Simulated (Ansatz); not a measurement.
**BNH (doublet): PBE0, B3LYP over a scan of the distance B1–H3, 6-31G**

Aim: run BNH (doublet) with these functionals over a scan of the distance B1–H3, and hold them against the top wave-function level at the same points.

Computed with Ansatz 0.2.0, Gaussian basis. Level: 6-31G, all electrons in the functionals.

The runs, in order: PBE0, B3LYP, at 0.940 Å; 1.068 Å; 1.174 Å; 1.288 Å; 1.430 Å; 1.622 Å; 1.865 Å; 2.177 Å; 2.637 Å; 3.155 Å; 4.046 Å.

18 further runs of the same task are left out: 11 that didn't finish, 7 set aside as unsound or not needed. Runs told in other sessions of the task aren't counted.

## Step 1: The system

The geometry derives from a PBE0/def2-TZVP stationary point (not a proven minimum). One bond is set to the value named and the two fragments are kept rigid.

3 atoms, charge 0, spin multiplicity 2.

Atoms are counted from 1 here; the program's logs count them from 0.

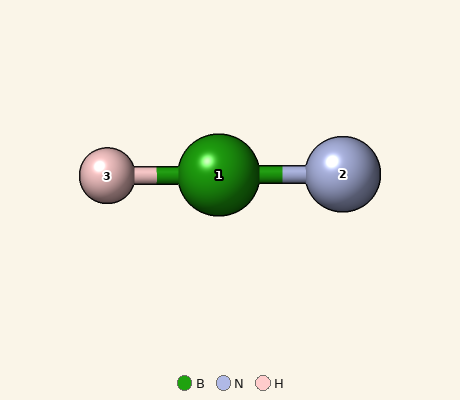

The geometry (boron green, nitrogen light blue, hydrogen pink); atoms are numbered from 1 in the order of the file.

No dispersion term is added. B3LYP takes the VWN-RPA correlation.

The geometry shown and the zero of energy belong to the point 1.174 Å. The yardstick, FCI, and other wave-function levels (R restricted, U unrestricted, valence and pair active spaces) come from earlier runs.

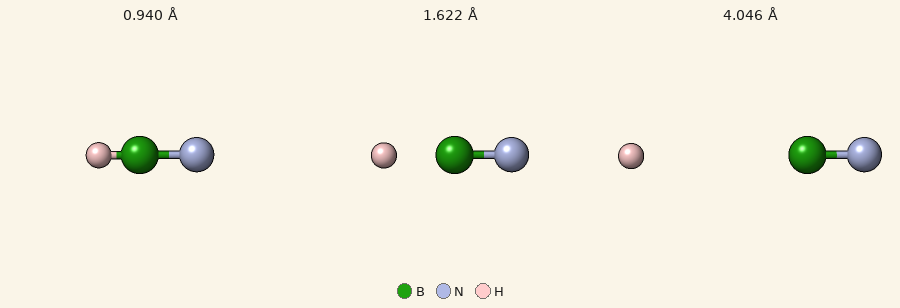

Three points of the scan; sticks are drawn by distance.

## Step 2: PBE0, 0.940 Å

Input file in.yaml:

```yaml
crystal:
  periodic: [false, false, false]
  atoms:
    - {symbol: B, position_ang: [0.000000, 0.000000, 0.121887]}
    - {symbol: N, position_ang: [0.000000, 0.000000, -1.183775]}
    - {symbol: H, position_ang: [0.000000, 0.000000, 1.061887]}
basis:
  gaussian: {orbitals: 6-31G}
magnetization: {spin_polarized: true, initial_magnetization: 1}
hamiltonian: {xc: {name: PBE0}}
output: {orbitals: {seedname: orbitals}}
```

Run with:

```console
$ ansatz run in.yaml --threads 1 --pin off --events-out ev --progress --plain --max-ram 2393MiB
```

After this run come: PBE0, 1.068 Å; PBE0, 1.174 Å; PBE0, 1.288 Å; PBE0, 1.430 Å; PBE0, 1.622 Å; PBE0, 1.865 Å; PBE0, 2.177 Å; PBE0, 2.637 Å; PBE0, 3.155 Å; PBE0, 4.046 Å; B3LYP, 0.940 Å; B3LYP, 1.068 Å; B3LYP, 1.174 Å; B3LYP, 1.288 Å; B3LYP, 1.430 Å; B3LYP, 1.622 Å; B3LYP, 1.865 Å; B3LYP, 2.177 Å; B3LYP, 2.637 Å; B3LYP, 3.155 Å; B3LYP, 4.046 Å.

Q: Predict the results of all the runs planned. Wanted: span of the FCI curve; largest miss, PBE0; largest miss, B3LYP.

As calculated:

```
             quantity                value
span of the FCI curve             3.963 eV
   largest miss, PBE0  +0.798 eV (4.046 Å)
  largest miss, B3LYP  +0.936 eV (4.046 Å)
```

What this shows: Of the functionals, PBE0 keep the smallest largest miss at the points compared (at most 0.798 eV) and B3LYP strays most (0.936 eV, at 4.046 Å). PBE0, B3LYP clearly break the spin symmetry at some points (⟨S²⟩ up to 1.00 above the pure value), so energy there is bought with a mixed spin. Functionals and the yardstick converge differently with the basis, so part of each miss in 6-31G is the basis.
